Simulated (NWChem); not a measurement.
# the pair MgHSCl···H2: a chain of runs

Aim: the energy (singlet MgH3SCl, MP2/def2-SVPD), then a single-point energy (singlet MgHSCl, MP2/def2-SVPD), then a single-point energy (singlet H2, MP2/def2-SVPD), then a single-point energy (singlet MgHSCl, MP2/def2-SVPD), then the energy (singlet H2, MP2/def2-SVPD) of ClH3MgS and its partners. 

Program for the calculation: NWChem 7.3.0.

## Step 1: The molecule

MgH3SCl: 6 atoms, total charge 0, spin state singlet. The two molecules were placed rigidly side by side, at 0.85 times their contact distance; the pair isn't optimised.

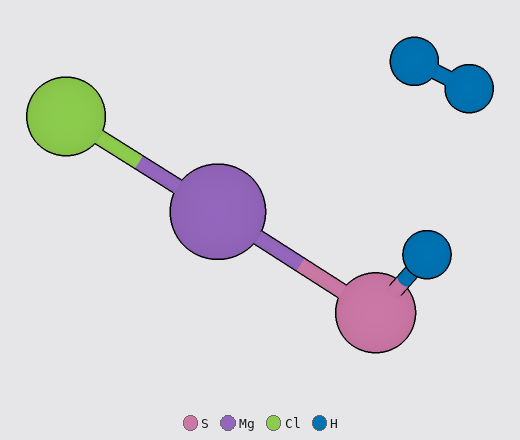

The structure, seen from a chosen angle (sulfur pink, magnesium purple, chlorine green, hydrogen blue).

## Step 2: A single-point energy at MP2/def2-SVPD (run 1)

File test.nw:

```
START test
TITLE "ClH3MgS"
memory stack 880 mb heap 220 mb global 1100 mb

GEOMETRY noautosym nocenter noautoz
S     -0.333720     1.587380    -0.509170
Mg    -0.255330    -0.641130    -0.050280
Cl    -0.203330    -2.776120     0.373620
H      0.792380     1.829880     0.185820
H      1.126270     0.855520     2.293580
H      1.094820     1.597750     2.223960
END

BASIS "ao basis" spherical bse
* library def2-SVPD
END

SCF
thresh 1e-08
maxiter 80
noprint "final vectors analysis"
END

MP2
freeze core 11
tight
END

TASK mp2
```

Run with:

```bash
$ nwchem test.nw > test.out
```

Log, shortened:

```text
[...]
  functions       =    99
[...]
  wavefunction    = RHF
[...]
         Total SCF energy =  -1058.150185955945
      One-electron energy =  -1768.332996077146
      Two-electron energy =    558.764099640904
 Nuclear repulsion energy =    151.418710480298
        Time for solution =      9.7s
[...]
          Total MP2 energy         -1058.502254938698
[...]
```

Wall time 13 s (1 thread of Intel Xeon Platinum 8488C (Sapphire Rapids), shared host); peak memory 0.27 GiB.

## Step 3: MgHSCl: the energy at MP2/def2-SVPD (run 2)

File clhmgs.nw:

```
start clhmgs
title "ClHMgS mp2"
memory stack 880 mb heap 220 mb global 1100 mb
geometry units angstrom noautosym nocenter noautoz
  S    -0.333720    1.587380   -0.509170
  Mg   -0.255330   -0.641130   -0.050280
  Cl   -0.203330   -2.776120    0.373620
  H     0.792380    1.829880    0.185820
end
basis spherical bse
  * library def2-SVPD
end
scf
  thresh 1e-08
  maxiter 80
  print low
end
mp2
  freeze core 11
  tight
end
task mp2 energy
```

Run with:

```bash
$ nwchem clhmgs.nw > clhmgs.out
```

Log, shortened:

```text
[...]
  functions       =    83
[...]
  wavefunction    = RHF
[...]
         Total SCF energy =  -1057.026196529361
      One-electron energy =  -1738.581245402954
      Two-electron energy =    544.470101023827
 Nuclear repulsion energy =    137.084947849766
        Time for solution =      5.6s
[...]
          Total MP2 energy         -1057.348162354505
[...]
```

Wall time 7.8 s (1 thread of Intel Xeon Platinum 8488C (Sapphire Rapids), shared host); peak memory 0.19 GiB.

## Step 4: H2: a single-point energy at MP2/def2-SVPD (run 3)

File nw.nw:

```
start nw
memory total 2200 mb

geometry units angstroms noautosym nocenter noautoz
   H        1.126270       0.855520       2.293580
   H        1.094820       1.597750       2.223960
end

basis spherical bse
   * library def2-SVPD
end

scf
   thresh 1e-08
   maxiter 80
   print low
end

mp2
   tight
end

task mp2 energy
```

Run with:

```bash
$ nwchem nw.nw > nw.out
```

Log, shortened:

```text
[...]
  functions       =    16
[...]
  wavefunction    = RHF
[...]
         Total SCF energy =     -1.128940518445
      One-electron energy =     -2.495313052123
      Two-electron energy =      0.657163272952
 Nuclear repulsion energy =      0.709209260725
        Time for solution =      0.0s
[...]
          Total MP2 energy            -1.156164919253
[...]
```

Run time: 0.6 s. Hardware: 1 thread of Intel Xeon Platinum 8488C (Sapphire Rapids), shared host; peak memory 0.098 GiB.

## Step 5: MgHSCl among ghost functions: the energy at MP2/def2-SVPD (with ghost functions) (run 4)

File clhmgs.nw:

```
start clhmgs
title "ClHMgS"
memory total 2200 mb

geometry units atomic noautosym nocenter noautoz
  S   -0.63063940   2.99971346  -0.96219185
  Mg  -0.48250377  -1.21156011  -0.09501543
  Cl  -0.38423801  -5.24610649   0.70603947
  H    1.49738119   3.45797204   0.35114891
  bqH      2.128342     1.616698     4.334238
  bqH      2.068910     3.019310     4.202675
end

basis spherical bse
  S library def2-SVPD
  Mg library def2-SVPD
  Cl library def2-SVPD
  H library def2-SVPD
  bqH library H def2-SVPD
end

scf
  thresh 1e-08
  maxiter 80
  noprint "final vectors analysis"
end

mp2
  freeze core 11
  tight
end

task mp2 energy
```

Run with:

```bash
$ nwchem clhmgs.nw > clhmgs.out
```

Log, shortened:

```text
[...]
  functions       =    99
[...]
  wavefunction    = RHF
[...]
         Total SCF energy =  -1057.026402680534
      One-electron energy =  -1738.582722024715
      Two-electron energy =    544.471381421571
 Nuclear repulsion energy =    137.084937922610
        Time for solution =      9.3s
[...]
          Total MP2 energy         -1057.349245792771
[...]
```

Wall time 12 s (1 thread of Intel Xeon Platinum 8488C (Sapphire Rapids), shared host); peak memory 0.26 GiB.

## Step 6: H2 among ghost functions: a single-point energy at MP2/def2-SVPD (with ghost functions) (run 5)

File geom.nw:

```
START geom
memory stack 880 mb heap 220 mb global 1100 mb
charge 0
GEOMETRY units angstrom noautosym nocenter noautoz
  H        1.126270       0.855520       2.293580
  H        1.094820       1.597750       2.223960
  bqS     -0.333720     1.587380    -0.509170
  bqMg    -0.255330    -0.641130    -0.050280
  bqCl    -0.203330    -2.776120     0.373620
  bqH      0.792380     1.829880     0.185820
END
BASIS spherical bse
  H library def2-SVPD
  bqS library S def2-SVPD
  bqMg library Mg def2-SVPD
  bqCl library Cl def2-SVPD
  bqH library H def2-SVPD
END
SCF
  thresh 1e-08
  maxiter 80
  print low
END
MP2
  tight
END
TASK mp2 energy
```

Run with:

```bash
$ nwchem geom.nw > geom.out
```

Log, shortened:

```text
[...]
  functions       =    99
[...]
  wavefunction    = RHF
[...]
         Total SCF energy =     -1.129146120699
      One-electron energy =     -2.494762670201
      Two-electron energy =      0.656407288777
 Nuclear repulsion energy =      0.709209260725
        Time for solution =      5.0s
[...]
          Total MP2 energy            -1.156621686284
[...]
```

Wall time 7.2 s (1 thread of Intel Xeon Platinum 8488C (Sapphire Rapids), shared host); peak memory 0.12 GiB.

## Step 7: Summary of results

```
                                                                                                                quantity           value
                                                                                      run 1, MP2/def2-SVPD: total energy  -1058.50225 Eh
                                                      run 1, MP2/def2-SVPD: correlation energy (11 core orbitals frozen)      -352.1 mEh
                                                                                                    MgHSCl: total energy  -1057.34816 Eh
                                                                    MgHSCl: correlation energy (11 core orbitals frozen)      -322.0 mEh
                                                                                                        H2: total energy     -1.15616 Eh
                                                                                                  H2: correlation energy       -27.2 mEh
                                                                              MgHSCl among ghost functions: total energy  -1057.34925 Eh
                                              MgHSCl among ghost functions: correlation energy (11 core orbitals frozen)      -322.8 mEh
                                                                                  H2 among ghost functions: total energy     -1.15662 Eh
                                                                            H2 among ghost functions: correlation energy       -27.5 mEh
              interaction energy of the rigid parts MgHSCl and H2 (parts in their own basis; closest atoms 2.07 Å apart)        0.056 eV
interaction energy of the rigid parts MgHSCl and H2 (parts in the whole basis, counterpoise; closest atoms 2.07 Å apart)        0.098 eV
```

What this shows: The interaction energy of the rigid parts MgHSCl and H2 (parts in their own basis; closest atoms 2.07 Å apart) is 0.06 eV (5.4 kJ/mol): the parts repel at this shape. Without counterpoise this holds the superposition error of the basis. The interaction energy of the rigid parts MgHSCl and H2 (parts in the whole basis, counterpoise; closest atoms 2.07 Å apart) is 0.10 eV (9.5 kJ/mol): the parts repel at this shape. The basis-set superposition error is 4.0 kJ/mol.
